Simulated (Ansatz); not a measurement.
CdSe (zinc blende)

```yaml
crystal:
  lattice:
    - [0.00000, 3.09814, 3.09814]
    - [3.09814, 0.00000, 3.09814]
    - [3.09814, 3.09814, 0.00000]
  atoms:
    - { symbol: Se, position: [0.75000, 0.75000, 0.75000] }
    - { symbol: Cd, position: [0.00000, 0.00000, 0.00000] }
```

The volume is varied about the relaxed value V₀ at fixed cell shape. Symmetry pins the atoms to their sites.

Computed with PBE (plane waves to 420 eV, PAW, scalar-relativistic; Ansatz, a first-principles code). k mesh 9×9×9 (Γ-centred), Fermi-Dirac smearing 0.05 eV. The energy includes the smearing's −TS. CdSe was relaxed with its symmetry unable to fall. The zero of ΔE is the relaxed starting cell.

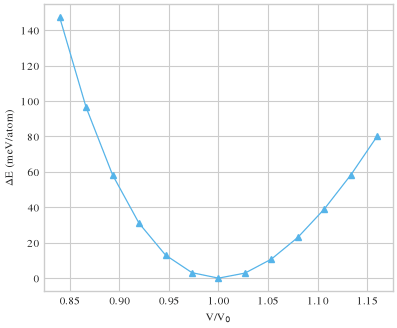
ΔE (meV/atom) against V/V₀; computed points joined by lines.

The equilibrium volume of the fit is 29.73 Å³/atom, the pressure derivative B₀′ (fit) comes out as 4.7 and the energy cost of the largest compression is 147.5 meV/atom. The bulk modulus B₀ (third-order Birch-Murnaghan fit) is 44.7 GPa and the energy cost of the largest expansion is 80.3 meV/atom.

Check by three points about V = 29.737 Å³/atom, step 0.793: d²E/dV² ≈ (3.1 − 2·0.0 + 2.8) meV / 0.793² = 0.00938 eV/Å⁶, and V·d²E/dV² × 160.2 = 44.7 GPa.

(A scan under strain: stresses follow from slopes of the energy per volume, elastic moduli from its curvatures.)
